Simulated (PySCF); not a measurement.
**C6H14S (butyl ethyl sulfide): levels of theory compared**

Aim: a comparison of 5 runs (BLYP/def2-SVP, PBE/def2-SVP, SVWN5/def2-SVP, TPSS/def2-SVP, revPBE/def2-SVP) of C6H14S (butyl ethyl sulfide). The job is set up through a Python script.

The results are computed with PySCF 2.14.0.

**1. Starting point**

C6H14S has 21 atoms, charge 0, and is taken as a singlet. As SMILES, `CCCCSCC`. The shape is that of a PBE0-D4/def2-TZVP optimisation. This is one conformer, not always the lowest.

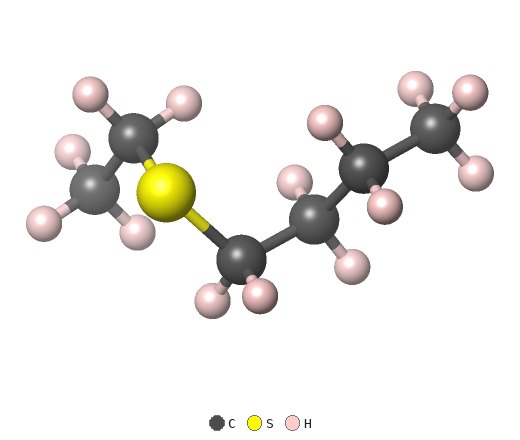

Viewed from a chosen angle; carbon dark grey, sulfur yellow, hydrogen pink.

**2. The energy at BLYP/def2-SVP (run 1)**

The input, mol.xyz:

```xyz
21
C6H14S
C     -1.513860    -0.422290     2.610110
C     -1.605470    -0.163190     1.116900
C     -0.526110    -0.886060     0.330400
C     -0.572560    -0.642780    -1.169040
S     -0.336430     1.070440    -1.696500
C      1.333560     1.418650    -1.103530
C      2.421120     0.562770    -1.720330
H     -1.608490    -1.488380     2.836250
H     -0.552280    -0.086700     3.009360
H     -2.299870     0.103520     3.156680
H     -1.536310     0.909990     0.915990
H     -2.588340    -0.476790     0.745580
H      0.460150    -0.607870     0.720000
H     -0.614460    -1.966960     0.497880
H     -1.559210    -0.901970    -1.564710
H      0.148890    -1.279330    -1.686760
H      1.353490     1.355880    -0.012300
H      1.482400     2.471300    -1.357280
H      3.405680     0.882380    -1.367010
H      2.403760     0.636820    -2.809250
H      2.304350    -0.489440    -1.452430
```

The input, run.py:

```python
# butyl ethyl sulfide
from pyscf import gto, dft

system = gto.Mole()
system.atom = 'mol.xyz'
system.charge = 0
system.basis = 'def2-svp'
system.max_memory = 1860
system.verbose = 3
system.build()

ks = dft.RKS(system, xc='blyp')
ks.grids.level = 5
ks.conv_tol = 1e-10
ks.kernel()
if not ks.converged:
    ks = ks.newton().run(ks.mo_coeff, ks.mo_occ)

e_tot = ks.e_tot
print('Final energy', e_tot)
```

Run with:

```sh
$ OMP_NUM_THREADS=1 python run.py
```

The program printed:

```text
converged SCF energy = -634.785331383714
Final energy -634.7853313837138
```

It took 93 s on 1 thread of Intel Xeon at 2.70GHz, shared host; peak memory 1.5 GiB.

**3. A single-point energy at PBE/def2-SVP (run 2)**

The input, calc.py:

```python
from pyscf import gto, dft

system = gto.M(
    atom='''
C   -1.513860  -0.422290   2.610110
C   -1.605470  -0.163190   1.116900
C   -0.526110  -0.886060   0.330400
C   -0.572560  -0.642780  -1.169040
S   -0.336430   1.070440  -1.696500
C    1.333560   1.418650  -1.103530
C    2.421120   0.562770  -1.720330
H   -1.608490  -1.488380   2.836250
H   -0.552280  -0.086700   3.009360
H   -2.299870   0.103520   3.156680
H   -1.536310   0.909990   0.915990
H   -2.588340  -0.476790   0.745580
H    0.460150  -0.607870   0.720000
H   -0.614460  -1.966960   0.497880
H   -1.559210  -0.901970  -1.564710
H    0.148890  -1.279330  -1.686760
H    1.353490   1.355880  -0.012300
H    1.482400   2.471300  -1.357280
H    3.405680   0.882380  -1.367010
H    2.403760   0.636820  -2.809250
H    2.304350  -0.489440  -1.452430
''',
    spin=0,
    basis='def2-svp',
    max_memory=1860,
    verbose=4,
)

mf = dft.RKS(system)
mf.xc = 'pbe'
mf.grids.level = 5
mf.conv_tol = 1e-10
mf.kernel()
if not mf.converged:
    mf = mf.newton().run(mf.mo_coeff, mf.mo_occ)

energy = mf.e_tot
print('E(%s) = %.9f' % ('PBE', energy))
```

Run with:

```sh
$ OMP_NUM_THREADS=1 python calc.py
```

The program printed:

```text
PySCF version 2.14.0

[... 96 lines left out ...]
converged SCF energy = -634.446564650366
E(PBE) = -634.446564650
```

Wall time 93 s (1 thread of Intel Xeon at 2.70GHz, shared host); peak memory 1.5 GiB.

Run 3 isn't shown in full; the table further down has it.

**4. A single-point energy at TPSS/def2-SVP (run 4)**

The input, calc.py:

```python
# butyl ethyl sulfide
from pyscf import gto, dft

molecule = gto.Mole()
molecule.atom = '''
C       -1.513860      -0.422290       2.610110
C       -1.605470      -0.163190       1.116900
C       -0.526110      -0.886060       0.330400
C       -0.572560      -0.642780      -1.169040
S       -0.336430       1.070440      -1.696500
C        1.333560       1.418650      -1.103530
C        2.421120       0.562770      -1.720330
H       -1.608490      -1.488380       2.836250
H       -0.552280      -0.086700       3.009360
H       -2.299870       0.103520       3.156680
H       -1.536310       0.909990       0.915990
H       -2.588340      -0.476790       0.745580
H        0.460150      -0.607870       0.720000
H       -0.614460      -1.966960       0.497880
H       -1.559210      -0.901970      -1.564710
H        0.148890      -1.279330      -1.686760
H        1.353490       1.355880      -0.012300
H        1.482400       2.471300      -1.357280
H        3.405680       0.882380      -1.367010
H        2.403760       0.636820      -2.809250
H        2.304350      -0.489440      -1.452430
'''
molecule.max_memory = 1860
molecule.basis = 'def2-svp'
molecule.verbose = 3
molecule.charge = 0
molecule.build()

myscf = dft.RKS(molecule, xc='tpss')
myscf.grids.level = 5
myscf.conv_tol = 1e-10
myscf.kernel()
if not myscf.converged:
    myscf = myscf.newton().run(myscf.mo_coeff, myscf.mo_occ)

e_final = myscf.e_tot
print('E = %.10f Eh' % e_final)
```

Run with:

```sh
$ OMP_NUM_THREADS=1 python calc.py
```

The program printed:

```text
converged SCF energy = -635.037900233202
E = -635.0379002332 Eh
```

Run time: 2.8 min. Hardware: 1 thread of Intel Xeon at 2.70GHz, shared host; peak memory 1.6 GiB.

**5. The energy at revPBE/def2-SVP (run 5)**

The input, input.py:

```python
# butyl ethyl sulfide
from pyscf import gto, dft

mol = gto.M(
    atom='''
C     -1.513860    -0.422290     2.610110
C     -1.605470    -0.163190     1.116900
C     -0.526110    -0.886060     0.330400
C     -0.572560    -0.642780    -1.169040
S     -0.336430     1.070440    -1.696500
C      1.333560     1.418650    -1.103530
C      2.421120     0.562770    -1.720330
H     -1.608490    -1.488380     2.836250
H     -0.552280    -0.086700     3.009360
H     -2.299870     0.103520     3.156680
H     -1.536310     0.909990     0.915990
H     -2.588340    -0.476790     0.745580
H      0.460150    -0.607870     0.720000
H     -0.614460    -1.966960     0.497880
H     -1.559210    -0.901970    -1.564710
H      0.148890    -1.279330    -1.686760
H      1.353490     1.355880    -0.012300
H      1.482400     2.471300    -1.357280
H      3.405680     0.882380    -1.367010
H      2.403760     0.636820    -2.809250
H      2.304350    -0.489440    -1.452430
''',
    max_memory=1860,
    verbose=3,
    spin=0,
    basis='def2-svp',
)

myscf = dft.RKS(mol, xc='revpbe')
myscf.conv_tol = 1e-10
myscf.grids.level = 5
myscf.kernel()
if not myscf.converged:
    myscf = myscf.newton().run(myscf.mo_coeff, myscf.mo_occ)

etot = myscf.e_tot
print(f'total energy: {etot:.8f} hartree')
```

Run with:

```sh
$ OMP_NUM_THREADS=1 python input.py
```

The program printed:

```text
converged SCF energy = -634.812224982942
total energy: -634.81222498 hartree
```

Wall time 92 s (1 thread of Intel Xeon at 2.70GHz, shared host); peak memory 1.5 GiB.

**6. All runs side by side**

```tsv
run	level	energy (Eh)	dipole moment (D)	HOMO energy (eV)	LUMO energy (eV)	wall time
1	BLYP/def2-SVP	-634.785331	1.36	-4.65	0.67	93 s
2	PBE/def2-SVP	-634.446565	1.47	-4.84	0.62	93 s
3	SVWN5/def2-SVP	-631.340645	1.47	-4.91	0.41	55 s
4	TPSS/def2-SVP	-635.037900	1.55	-4.99	0.89	2.8 min
5	revPBE/def2-SVP	-634.812225	1.49	-4.81	0.73	92 s
```

**7. Summary of results**

```
            quantity          value
 run 5: total energy  -634.81222 Eh
run 5: dipole moment         1.49 D
  run 5: HOMO energy       -4.81 eV
  run 5: LUMO energy        0.73 eV
run 5: HOMO–LUMO gap        5.54 eV
```

In words: The dipole moment (its size) runs from 1.36 D (BLYP/def2-SVP) to 1.55 D (TPSS/def2-SVP). The HOMO–LUMO gap runs from 5.32 eV (SVWN5/def2-SVP) to 5.88 eV (TPSS/def2-SVP). Totals of different functionals can't be ranked against each other. All runs together took 8.4 min, the longest 2.8 min.
